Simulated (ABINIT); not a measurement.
# Beyond one shot: SiC (F-43m), part 3 of 3

Aim: iterate the self-energy on SiC (F-43m) and follow the gap from cycle to cycle.

ABINIT 10.8.3; PBE and many-body steps on it, plane waves. Known limits of the many-body steps: not at the basis limit.

So far. Step 7 (evGW0, cycle 3): Against the cycle before, the gap moves by +0.003 eV. Step 10 (evGW, cycle 1): Against G0W0 in ABINIT (6×6×6 mesh, 157 bands, screening to 261.2 eV, Godby-Needs plasmon pole), the gap moves by +0.317 eV.

**13. evGW, cycle 2**

This step: evGW on PBE, plane waves, norm-conserving pseudopotentials.

run.abi

```
acell 3*1.0 Angstrom
rprim 
  -0.000000000000 2.179000000000 2.179000000000
  2.179000000000 -0.000000000000 2.179000000000
  2.179000000000 2.179000000000 -0.000000000000
ntypat 2
znucl 14 6
natom 2
typat 1 2
xred 
  0.000000000000 0.000000000000 0.000000000000
  0.250000000000 0.250000000000 0.250000000000
pp_dirpath "pseudos"
pseudos "Si.upf, C.upf"
ecut 37
ngkpt 6 6 6
nshiftk 1
shiftk 0 0 0
kptopt 1
chksymbreak 0
istwfk *1
occopt 1
irdwfk 1
optdriver 4
nband 157
gwcalctyp 10
ecutsigx 37
symsigma 1
nkptgw 16
kptgw 
  0.0000000000 0.0000000000 0.0000000000
  0.1666666667 0.0000000000 0.0000000000
  0.3333333333 0.0000000000 0.0000000000
  0.5000000000 0.0000000000 0.0000000000
  0.1666666667 0.1666666667 0.0000000000
  0.3333333333 0.1666666667 0.0000000000
  0.5000000000 0.1666666667 0.0000000000
  -0.3333333333 0.1666666667 0.0000000000
  -0.1666666667 0.1666666667 0.0000000000
  0.3333333333 0.3333333333 0.0000000000
  0.5000000000 0.3333333333 0.0000000000
  -0.3333333333 0.3333333333 0.0000000000
  0.5000000000 0.5000000000 0.0000000000
  0.5000000000 0.3333333333 0.1666666667
  -0.3333333333 0.3333333333 0.1666666667
  -0.3333333333 0.5000000000 0.1666666667
bdgw 
  1 8
  1 8
  1 8
  1 8
  1 8
  1 8
  1 8
  1 8
  1 8
  1 8
  1 8
  1 8
  1 8
  1 8
  1 8
  1 8
ecuteps 9.6
irdscr 1
ppmodel 1
irdqps 1
indata_prefix "in"
outdata_prefix "out"
tmpdata_prefix "tmp"
```

On the command line:

```sh
$ OMP_NUM_THREADS=1 mpirun -n 4 abinit run.abi > log
```

Log:

```text
.Version 10.8.3 of ABINIT. v10.8.2 released Aug 2026.

 Symmetries : space group F-4 3 m (#216); Bravais cF (face-center cubic)
[... echo of the input left out ...]
== DATASET  1 ==================================================================
-   mpi_nproc: 4, omp_nthreads: 1 (-1 if OMP is not activated)

--- !DatasetInfo
iteration_state: {dtset: 1, }
dimensions: {natom: 2, nkpt: 16, mband: 157, nsppol: 1, nspinor: 1, nspden: 1, mpw: 1524, }
cutoff_energies: {ecut:  37.0, pawecutdg:  -1.0, }
[...]
.  kptgw no:  3; Maximum DeltaE = (  -0.020   0.000) for band index:  2
[...]
.  kptgw no: 15; Maximum DeltaE = (  -0.017   0.000) for band index:  3
.  kptgw no: 16; Maximum DeltaE = (  -0.017  -0.000) for band index:  3

== END DATASET(S) ==============================================================
================================================================================

 -outvars: echo values of variables after computation  --------
           etotal      0.0000000000E+00
            nband         157
             nkpt          16
          spgroup         216
 [... the other variables as echoed above ...]

 Calculation completed.
```

Elapsed: 11 min, on 4 MPI ranks of Arm Neoverse V1, shared host; peak memory 1.1 GiB; 45 min of CPU time.

This step gave:

```yaml
quasiparticle_gap_on_the_mesh: 2.459 eV
gap_of_the_density_functional_on_the_mesh: 1.361 eV
k_of_the_valence_top: 0, 0, 0
k_of_the_conduction_bottom: 0.5, 0.5, 0
least_direct_quasiparticle_gap_on_the_computed_points: 6.030 eV
```

Against the cycle before, the gap moves by +0.020 eV.

**14. Screening, 6×6×6 mesh, 157 bands, screening to 261.2 eV**

This step: RPA screening on PBE, plane waves, norm-conserving pseudopotentials.

run.abi

```
acell 3*1.0 Angstrom
rprim 
  -0.000000000000 2.179000000000 2.179000000000
  2.179000000000 -0.000000000000 2.179000000000
  2.179000000000 2.179000000000 -0.000000000000
ntypat 2
znucl 14 6
natom 2
typat 1 2
xred 
  0.000000000000 0.000000000000 0.000000000000
  0.250000000000 0.250000000000 0.250000000000
pp_dirpath "pseudos"
pseudos "Si.upf, C.upf"
ecut 37
ngkpt 6 6 6
nshiftk 1
shiftk 0 0 0
kptopt 1
chksymbreak 0
istwfk *1
occopt 1
irdwfk 1
optdriver 3
nband 157
ecuteps 9.6
inclvkb 2
awtr 1
symchi 1
gwcalctyp 10
mbpt_sciss 1.514 eV
nqptdm 1
qptdm 
  0 0 0
indata_prefix "in"
outdata_prefix "out"
tmpdata_prefix "tmp"
```

Log:

```text
.Version 10.8.3 of ABINIT. v10.8.2 released Aug 2026.

 Symmetries : space group F-4 3 m (#216); Bravais cF (face-center cubic)
[... echo of the input left out ...]
== DATASET  1 ==================================================================
-   mpi_nproc: 4, omp_nthreads: 1 (-1 if OMP is not activated)

--- !DatasetInfo
iteration_state: {dtset: 1, }
dimensions: {natom: 2, nkpt: 16, mband: 157, nsppol: 1, nspinor: 1, nspden: 1, mpw: 1524, }
cutoff_energies: {ecut:  37.0, pawecutdg:  -1.0, }
[...]
[... chi0 elements left out ...]
 For q-point:  0.000010 0.000020 0.000030
  dielectric constant =   6.0792
  dielectric constant without local fields =   6.5748

  Average fulfillment of the sum rule on Im[epsilon] for q-point    1 :     98.62  [%]
[... wings left out ...]
== END DATASET(S) ==============================================================
================================================================================

 -outvars: echo values of variables after computation  --------
           etotal      0.0000000000E+00
            nband         157
             nkpt          16
          spgroup         216
 [... the other variables as echoed above ...]

 Calculation completed.
```

Run time: 4.5 s. Hardware: 4 MPI ranks; peak memory 0.63 GiB; 18 s of CPU time.

Numbers from this step:

| Property | Result |
| --- | --- |
| ε∞ with local fields, on this mesh, along the program's q direction | 6.079 |
| the same without local fields | 6.575 |
| plasma frequency | 23.09 eV |
| plane waves in the screening matrix | 181 |

This screening uses the functional's bands under a rigid shift, the mean opening of the cycle before.

**15. Screening, 6×6×6 mesh, 157 bands, screening to 261.2 eV**

This step: RPA screening on PBE from quasiparticle energies, plane waves, norm-conserving pseudopotentials.

Changes to run.abi since step 14:

```diff
@@ -29,7 +29,21 @@
 symchi 1
+irdqps 1
 gwcalctyp 10
-mbpt_sciss 1.514 eV
-nqptdm 1
+nqptdm 15
 qptdm 
-  0 0 0
+  0.1666666667 0.0000000000 0.0000000000
+  0.3333333333 0.0000000000 0.0000000000
+  0.5000000000 0.0000000000 0.0000000000
+  0.1666666667 0.1666666667 0.0000000000
+  0.3333333333 0.1666666667 0.0000000000
+  0.5000000000 0.1666666667 0.0000000000
+  -0.3333333333 0.1666666667 0.0000000000
+  -0.1666666667 0.1666666667 0.0000000000
+  0.3333333333 0.3333333333 0.0000000000
+  0.5000000000 0.3333333333 0.0000000000
+  -0.3333333333 0.3333333333 0.0000000000
+  0.5000000000 0.5000000000 0.0000000000
+  0.5000000000 0.3333333333 0.1666666667
+  -0.3333333333 0.3333333333 0.1666666667
+  -0.3333333333 0.5000000000 0.1666666667
 indata_prefix "in"
```

mrgscr.stdin

```
2
merged
q0_SCR
out_SCR
1
```

On the command line:

```sh
$ OMP_NUM_THREADS=1 mpirun -n 4 abinit run.abi > log; mrgscr < mrgscr.stdin
```

Log:

```text
.Version 10.8.3 of ABINIT. v10.8.2 released Aug 2026.

 Symmetries : space group F-4 3 m (#216); Bravais cF (face-center cubic)
[... echo of the input left out ...]
== DATASET  1 ==================================================================
-   mpi_nproc: 4, omp_nthreads: 1 (-1 if OMP is not activated)

--- !DatasetInfo
iteration_state: {dtset: 1, }
dimensions: {natom: 2, nkpt: 16, mband: 157, nsppol: 1, nspinor: 1, nspden: 1, mpw: 1524, }
cutoff_energies: {ecut:  37.0, pawecutdg:  -1.0, }
[...]
q-point number  1        q = ( 0.166667, 0.000000, 0.000000) [r.l.u.]
--------------------------------------------------------------------------------
[... chi0 elements left out ...]
  Average fulfillment of the sum rule on Im[epsilon] for q-point    2 :    109.40  [%]

--------------------------------------------------------------------------------
  q-point number  2        q = ( 0.333333, 0.000000, 0.000000) [r.l.u.]
--------------------------------------------------------------------------------
[... chi0 elements left out ...]
  Average fulfillment of the sum rule on Im[epsilon] for q-point    3 :    104.24  [%]

 [... 13 further q-points ...]
```

Run time: 70 s. Hardware: 4 MPI ranks; peak memory 0.98 GiB.

Numbers from this step:

```
plasma frequency                    : 23.09 eV
plane waves in the screening matrix : 181
```

This screening reads the quasiparticle levels of the cycle before.

**16. evGW, cycle 3**

This step: evGW on PBE, plane waves, norm-conserving pseudopotentials.

Changes to run.abi since step 15:

```diff
@@ -23,12 +23,10 @@
 irdwfk 1
-optdriver 3
+optdriver 4
 nband 157
-ecuteps 9.6
-inclvkb 2
-awtr 1
-symchi 1
-irdqps 1
 gwcalctyp 10
-nqptdm 15
-qptdm 
+ecutsigx 37
+symsigma 1
+nkptgw 16
+kptgw 
+  0.0000000000 0.0000000000 0.0000000000
   0.1666666667 0.0000000000 0.0000000000
@@ -48,2 +46,23 @@
   -0.3333333333 0.5000000000 0.1666666667
+bdgw 
+  1 8
+  1 8
+  1 8
+  1 8
+  1 8
+  1 8
+  1 8
+  1 8
+  1 8
+  1 8
+  1 8
+  1 8
+  1 8
+  1 8
+  1 8
+  1 8
+ecuteps 9.6
+irdscr 1
+ppmodel 1
+irdqps 1
 indata_prefix "in"
```

On the command line:

```sh
$ OMP_NUM_THREADS=1 mpirun -n 4 abinit run.abi > log
```

Log:

```text
.Version 10.8.3 of ABINIT. v10.8.2 released Aug 2026.

 Symmetries : space group F-4 3 m (#216); Bravais cF (face-center cubic)
[... echo of the input left out ...]
== DATASET  1 ==================================================================
-   mpi_nproc: 4, omp_nthreads: 1 (-1 if OMP is not activated)

--- !DatasetInfo
iteration_state: {dtset: 1, }
dimensions: {natom: 2, nkpt: 16, mband: 157, nsppol: 1, nspinor: 1, nspden: 1, mpw: 1524, }
cutoff_energies: {ecut:  37.0, pawecutdg:  -1.0, }
[...]
.  kptgw no:  3; Maximum DeltaE = (  -0.002   0.011) for band index:  1
[...]
.  kptgw no: 15; Maximum DeltaE = (  -0.005   0.000) for band index:  2
.  kptgw no: 16; Maximum DeltaE = (  -0.006   0.002) for band index:  1

== END DATASET(S) ==============================================================
================================================================================

 -outvars: echo values of variables after computation  --------
           etotal      0.0000000000E+00
            nband         157
             nkpt          16
          spgroup         216
 [... the other variables as echoed above ...]

 Calculation completed.
```

It took 11 min on 4 MPI ranks; peak memory 1.1 GiB.

This step gave:

```yaml
quasiparticle_gap_on_the_mesh: 2.461 eV
gap_of_the_density_functional_on_the_mesh: 1.361 eV
k_of_the_valence_top: 0, 0, 0
k_of_the_conduction_bottom: 0.5, 0.5, 0
least_direct_quasiparticle_gap_on_the_computed_points: 6.032 eV
```

Against the cycle before, the gap moves by +0.002 eV.

**17. The runs together**

Times are wall times on 4 MPI ranks of Arm Neoverse V1, shared host, good to a factor of about two. A run's time includes the screening step that it read.

```
           run   mesh  bands  screening cutoff (eV)  DFT gap (eV)  gap on the mesh (eV)  direct (eV)  ε∞ used    time
          G0W0  6×6×6    157                  261.2         1.361                 2.122        5.604     7.08    88 s
evGW0, cycle 1  6×6×6    157                  261.2         1.361                 2.317        5.890     7.08  12 min
evGW0, cycle 2  6×6×6    157                  261.2         1.361                 2.249        5.772     7.08  12 min
evGW0, cycle 3  6×6×6    157                  261.2         1.361                 2.252        5.783     7.08  12 min
 evGW, cycle 1  6×6×6    157                  261.2         1.361                 2.439        6.006     6.23  13 min
 evGW, cycle 2  6×6×6    157                  261.2         1.361                 2.459        6.030     6.09  13 min
 evGW, cycle 3  6×6×6    157                  261.2         1.361                 2.461        6.032     6.08  13 min
```

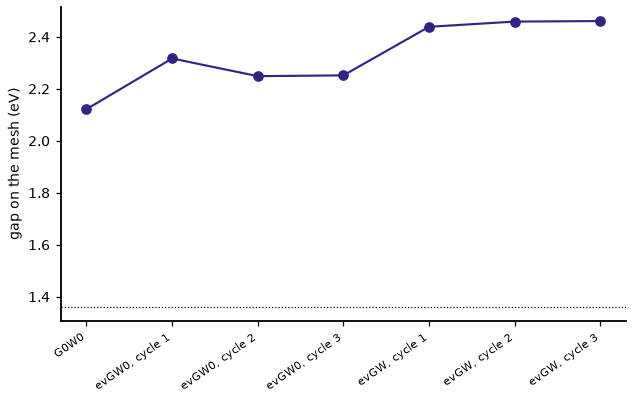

The gap through the cycles; the dotted line is the starting gap.

**18. Outcome**

```yaml
g0w0: 2.122 eV
evgw0_cycle_1: 2.317 eV
evgw0_cycle_2: 2.249 eV
evgw0_cycle_3: 2.252 eV
evgw_cycle_1: 2.439 eV
evgw_cycle_2: 2.459 eV
evgw_cycle_3: 2.461 eV
known_limits: not at the basis limit
```

**Reading.** Only the bands that the input lists are updated; the others, empty or deep, keep the functional's energies or take a rigid shift. The evGW loop starts from the last levels of evGW0, so its cycles and time come on top of those. evGW0 ends at 2.25 eV, +0.13 eV from G0W0, after 3 cycles that took 34 min beside the first screening; the last moved the gap by 0.003 eV. evGW ends at 2.46 eV, +0.34 eV from G0W0, after 3 cycles that took 38 min beside the first screening; the last moved the gap by 0.002 eV. The first cycle of evGW0 takes the full correction, without the factor Z, so it overshoots the one-shot value. Against experiment, by evGW, cycle 3: the gap of 2.46 eV lies +0.07 eV from the measured 2.39 eV (kind not stated, quoted 2020); the gap of 2.46 eV lies +0.06 eV from the measured 2.4 eV (indirect, 2018). These are gaps on the mesh, at modest bands and cutoff. The calculation has static nuclei and no excitons; a measured gap holds zero-point and thermal motion, which mostly lowers it. Bands and cutoff are finite, so the gap is not at the basis limit. The miss can reach some tenths of an eV and take either sign; the mesh is an error of its own. In the updated screening the q = 0 part is built from Kohn-Sham bands under a rigid shift, the other q from the quasiparticle levels.

[Paths, hosts, dates, memory and timing lines, banners, echoed tables and standing remarks are left out of the program output.]

[Logs are printed without paths, hosts, clocks, repeated set-up lines and the standing remarks that a program may print on its own settings, such as how far it seeks lower states.]

[Runs of the session that timed out or met a known fault of the program may be left out.]

[Hosts, paths, dates, database ids (printed as entryN), source tags and the programs' standing remarks are cut or masked in the printed files.]

[G0W0 gaps are taken among the corrected bands and points alone; a level outside them can change the order at an edge.]

[Where Ansatz stands beside ABINIT at settings called matched, ABINIT's density can come from a denser mesh and the files from another edition; pairs whose starting gaps differed by over 0.03 eV were left out, so agreement reads better than it is.]
